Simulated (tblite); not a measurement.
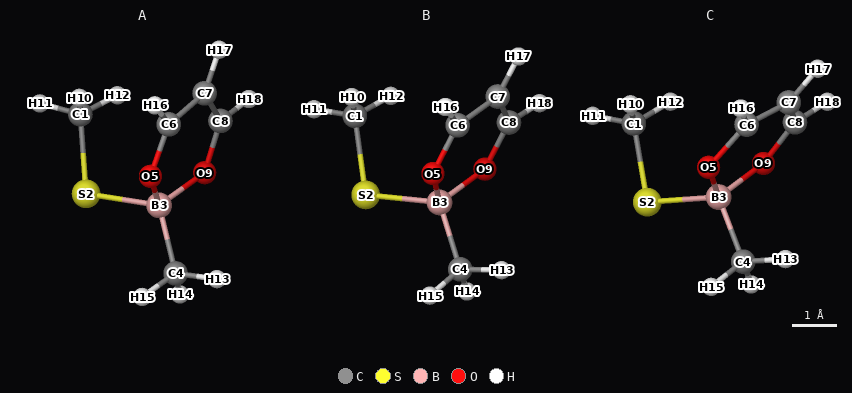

3 geometries from one relaxation of C₅H₉BO₂S, in shuffled order. A ball-and-stick model, seen at a tilt.

Level of theory: tblite 0.8.0, GFN2-xTB geometry optimisation, gas phase. 

Put them in the order of the run, from the start to the converged end.

Answer. C, B, A. They are steps 0, 30, 69, at +78.2 kJ/mol, +7.16 kJ/mol relative to the last. The energy falls by 78.2 kJ/mol in 69 geometry steps. The atom that moves furthest after the best rigid fit is H17 (0.93 Å). Largest moves by element: H 0.93 Å, C 0.51 Å, O 0.33 Å, B 0.29 Å, S 0.27 Å. Among the contacts that change: O5–C6 1.400 → 1.276 Å, C7–C8 1.478 → 1.389 Å, C6–C7 1.328 → 1.389 Å, S2–B3 1.889 → 1.932 Å. Bond angles that change, for instance: O5–C6–H16 120.2° → 115.1°, C1–S2–B3 96.7° → 101.5°, S2–B3–O5 109.9° → 105.1°. Groups turn about B3–O5 by about 35°, B3–O9 by about 30°. The run took 0.57 s on 1 thread of Arm Neoverse V1 (shared host).
